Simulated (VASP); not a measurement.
Band structure of RbPbF3 (space group Pm-3m). Method: PBEsol GGA, VASP's PBE PAW potentials (set 64) (plane waves; VASP).

Unless said otherwise, spin-orbit coupling is left out, though it shifts the bands of the heavy elements here.

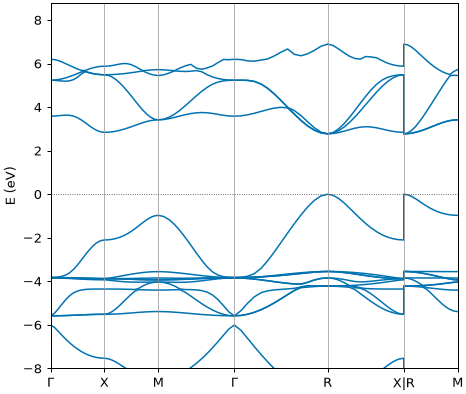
Figure: Bands along high-symmetry lines, zero at the valence-band maximum or, without a gap, the Fermi level

Question: Read the plot: is there a gap, and where are the band edges?

Answer: The gap is direct, 2.77 eV, from the valence maximum at R to the conduction minimum at R. (Edges off the drawn lines would not show.)

The structure comes from a computed database's RbPbF3 entry (Pm-3m); how it stands against other phases isn't given here. It was relaxed first.
